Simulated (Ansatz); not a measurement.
C3H10AlFO (SMILES CC[O+](C)[AlH2-][F])

```tsv
atom	x (Å)	y (Å)	z (Å)
C	0.8540	-0.0434	0.4648
C	0.5233	0.5594	-0.8818
C	-0.9796	2.3302	-0.1287
Al	1.7634	3.2118	-0.8534
F	2.5294	2.6949	0.5711
O	0.2329	1.9820	-0.8079
H	1.1882	-1.0822	0.3195
H	1.6644	0.5294	0.9398
H	-0.0160	-0.0681	1.1384
H	-0.3460	0.0801	-1.3648
H	1.3776	0.5000	-1.5727
H	-1.1195	3.4086	-0.2707
H	-0.9071	2.1052	0.9466
H	-1.8173	1.7753	-0.5797
H	2.5026	2.7289	-2.1807
H	0.9981	4.6056	-0.7350
```

Geometry: r2SCAN-D4/def2-SVP.

Method: isolated molecule in a Gaussian basis; Kohn-Sham density functional theory, functional PBE0 in Ansatz.

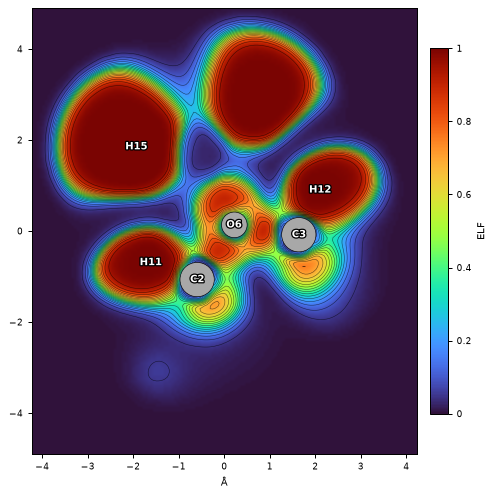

Figure 1. Electron localisation function on the plane of atoms C2, O6 and C3. Grey discs cover the atomic cores.

What does the map show?

The section cuts through C, O and H sites. C–O (1.43 Å): the ELF peaks at about 0.90 between the atoms, as expected for a shared but strongly polarised pair. C–H (1.10 Å): the ELF climbs to about 1 towards the hydrogen, as it does in any bond to H (a covalent bond by its length).

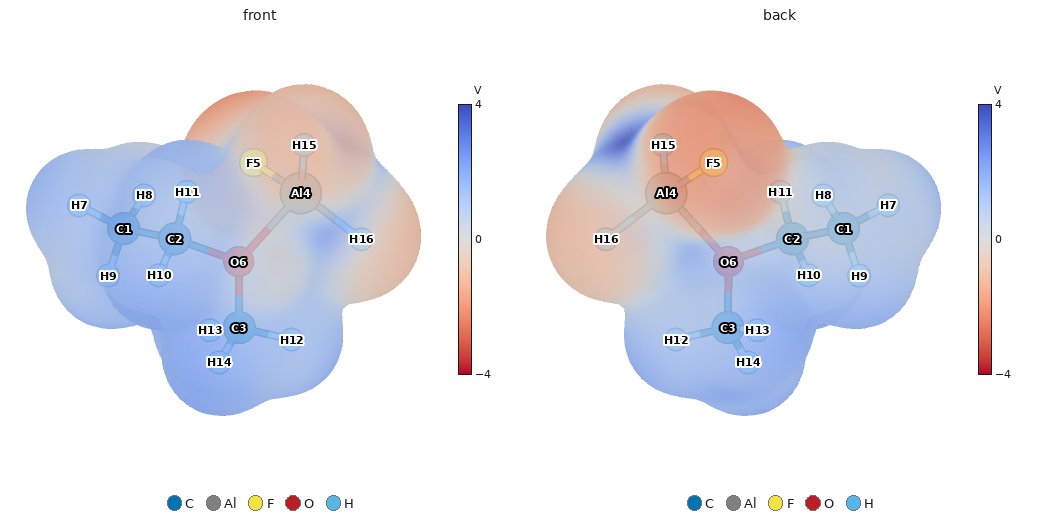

Figure 2. The electrostatic potential painted on the density surface at 0.004 e/bohr³, seen from the front and from behind; the colour scale runs from red (negative) to blue (positive).

Describe the electrostatic potential map.

The most negative region (about −2.0 V, or −46 kcal/mol for a unit charge) lies over F5, the most positive (about +3.1 V, or +71 kcal/mol for a unit charge) over Al4.

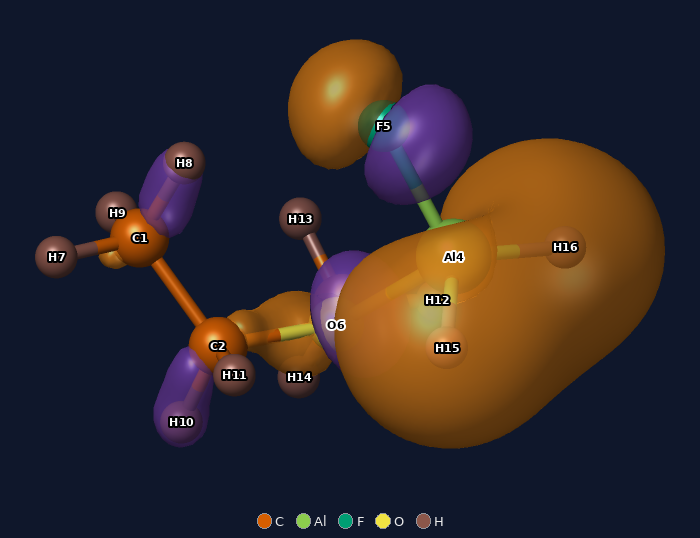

Figure 3. The HOMO−1 at ±0.08 Å⁻³ᐟ² (orange and purple are the two phases), seen from one side.

Where does this orbital lie, and at what energy?

It lies mainly on Al4 (about 35 %), H16 (about 20 %), H15 (about 20 %) and F5 (about 15 %). Its energy is −9.12 eV.
